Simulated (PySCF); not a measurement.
## A study: CH₂Cl₂, SMILES `ClCCl`

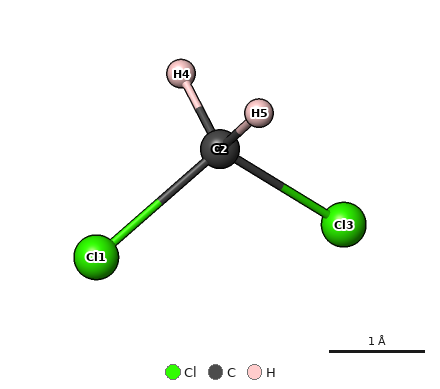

The molecule, with its atoms numbered as below. No frequency check shows the geometry to be a minimum.

Coordinates in Å:

```
Cl1      1.4619   -0.2195    0.0000
C2      -0.0000    0.7810    0.0000
Cl3     -1.4619   -0.2195    0.0000
H4       0.0000    1.3893    0.9030
H5      -0.0000    1.3893   -0.9030
```

### 1. Bonding charge

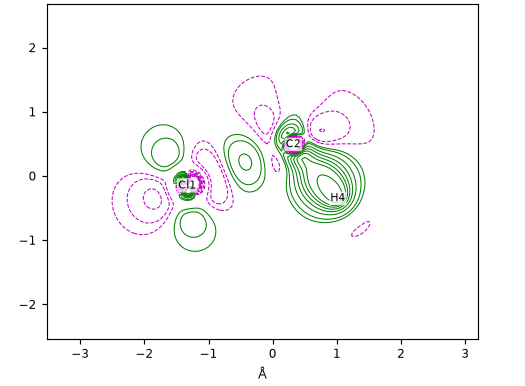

Deformation density (molecule less spherical, spin-averaged free atoms) in the plane of Cl1, C2 and H4; contours at ±0.05 to ±0.8 e/Å³; solid green lines: gain, dashed magenta lines: loss.

Method: PBE0/cc-pVTZ; geometry: GFN2-xTB; program: PySCF.

**Describe the bonding that the map shows.**

C2–H4: +0.86 e/Å³ at the bond critical point (bond length 1.09 Å, Mayer order 1.0). Cl1–C2: +0.22 e/Å³ at the bond critical point (bond length 1.77 Å, Mayer order 1.1). In all, 1.1 electrons gather in the regions of gain relative to the promolecule.

**Where do the Hirshfeld charges lie?**

The highest Hirshfeld charge is on H4 and H5 (+0.06 e), the lowest on Cl1 and Cl3 (−0.06 e).

### 2. Bond critical points

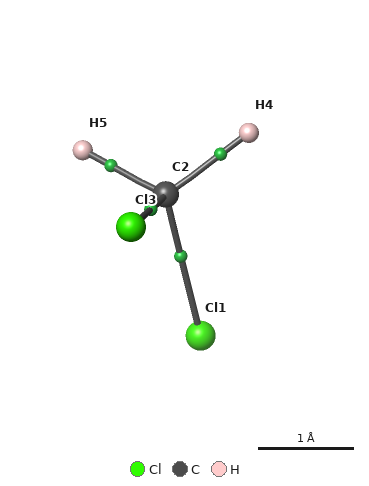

Molecular graph of the electron density (QTAIM): bond paths, bond critical points (green), ring points (magenta, if any); weak paths are dashed.

**How many critical points of each kind are there, and does the count close?**

5 nuclei, 4 bond, 0 ring and 0 cage critical points: 5 − 4 + 0 − 0 = 1, as the Poincaré–Hopf relation requires.

**What does the calculation give at each kind of bond critical point?**

```csv
bond,length (Å),ρ (a.u.),∇²ρ (a.u.),ε,H (a.u.)
C2–H4 (2 alike),1.089,0.297,−1.20,0.01,−0.332
C2–Cl3 (2 alike),1.771,0.191,−0.26,0.02,−0.131
```

**What kind of interaction is C2–H4?**

Shared-shell (covalent): ρ = 0.297, ∇²ρ = −1.20, H = −0.332 a.u.

### 3. Local ionisation energy

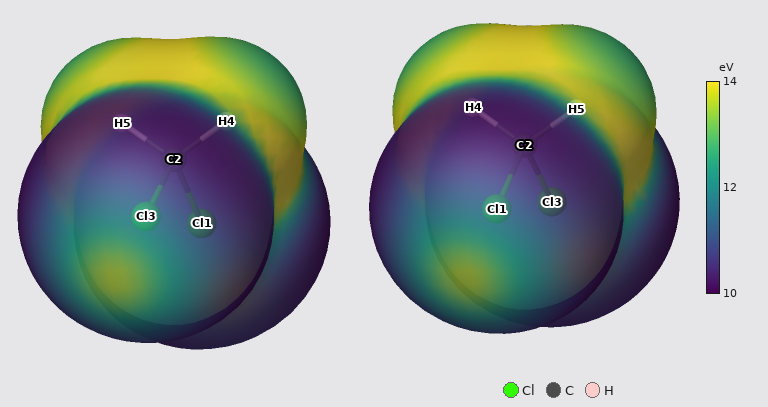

Average local ionisation energy on the surface of electron density 0.001 a.u. (back view left, front view right).

**Locate the minima of the map.**

The lowest value is 10.1 eV, 2.1 Å from Cl1, and at like points elsewhere. Further minima include 10.2 eV, 2.1 Å from Cl1, and at like points elsewhere. For comparison, the highest occupied orbital lies at −8.7 eV.

### 4. Removing or adding an electron

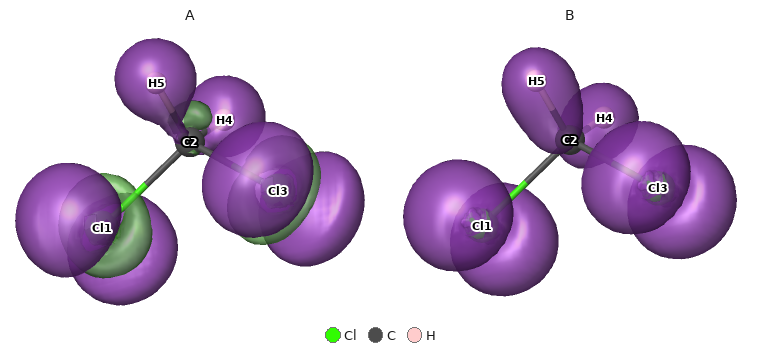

The Fukui function f⁻ from two separate SCF calculations and the density of the HOMO, at ±0.03 e/Å³ (purple positive, green negative).

PySCF calculation, PBE0/def2-SVPD, gas phase; geometry: GFN2-xTB.

**Which panel is which, and how good is the frozen-orbital picture?**

A is f⁻ (it has negative regions), B the HOMO density. The HOMO lies on Cl1 and Cl3 (40 % each), C2 (10 %) and H4 and H5 (5 % each); f⁻ (Hirshfeld-condensed) is largest on Cl1 and Cl3 (0.39 each); the vertical ionisation energy is 11.23 eV. Relaxation shifts 6 % of the electron between atoms. The orbital energy is −8.86 eV.

### 5. Localised orbitals

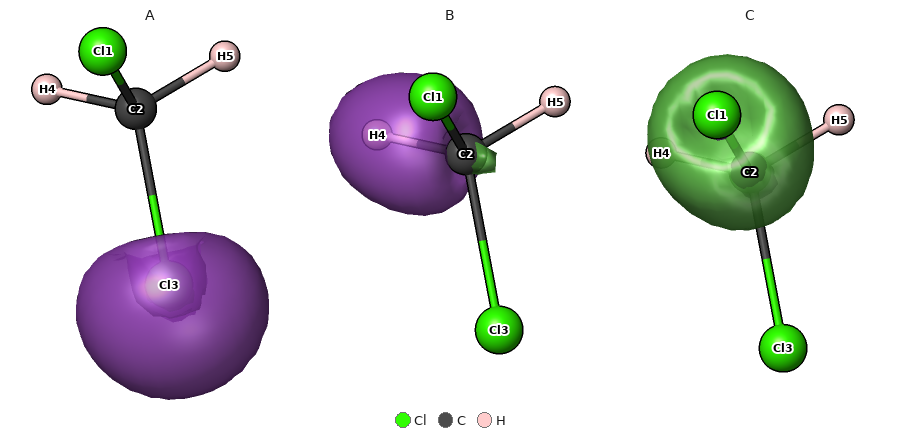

Intrinsic bond orbitals (IBO), occupied; each surface holds about 70 % of the orbital's density. Energies are diagonal elements of the Fock matrix.

PySCF calculation, M06-2X/cc-pVDZ, gas phase; geometry: GFN2-xTB.

**Name the orbitals, with their atomic make-up and energies.**

By panel:
- A: lone pair on Cl3 (s-type) (Cl3 100 %; −21.5 eV)
- B: σ bond C2–H4 (C2 60 %, H4 40 %; −17.3 eV)
- C: σ bond Cl1–C2 (Cl1 55 %, C2 44 %; −18.5 eV)

**Which has the smallest and which the largest spatial spread?**

Smallest: B (0.79 Å); largest: C (0.94 Å).

### 6. Stretching a bond

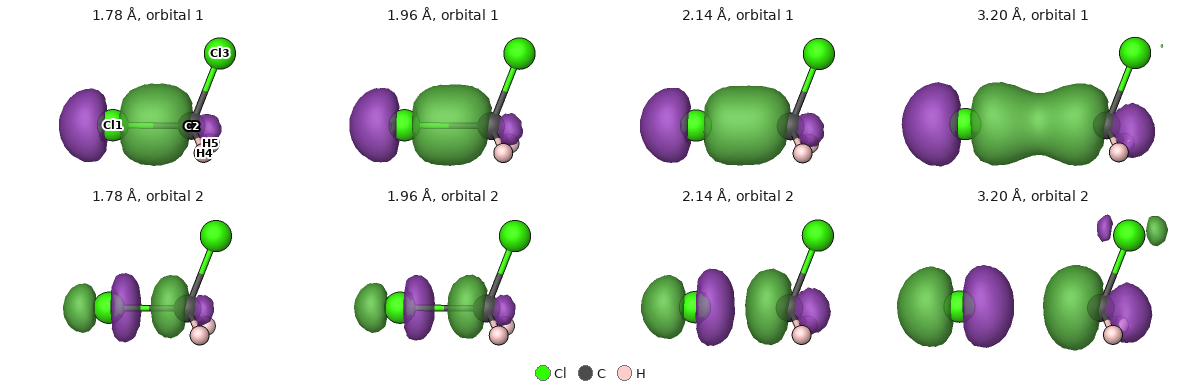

Rigid stretch of the Cl1–C2 bond. The two CASSCF(2,2) natural orbitals nearest half filling (orbital 1 the more occupied).

Level of theory: def2-SVP basis (PySCF), at a geometry from GFN2-xTB.

**How do the occupations change along the stretch?**

1.78 Å: 1.97 and 0.03; 1.96 Å: 1.95 and 0.05; 2.14 Å: 1.92 and 0.08; 3.20 Å: 1.41 and 0.59. At the longest distance computed (4.98 Å) they are 1.01 and 0.99, and the effective number of unpaired electrons is 2.0.

**Where does the UHF solution part from RHF?**

Between 2.14 Å (⟨S²⟩ = 0, the two coincide) and 2.40 Å (⟨S²⟩ = 0.50); at 4.98 Å ⟨S²⟩ is 1.02 and UHF lies 4.8 eV below RHF.

**How much energy does the stretch cost?**

By CASSCF, 2.9 eV from the lowest point of the scan (1.78 Å) to 4.98 Å; RHF gives 7.1 eV from its own lowest point. The fragments aren't relaxed and dynamic correlation is missing, so this isn't a bond dissociation energy.
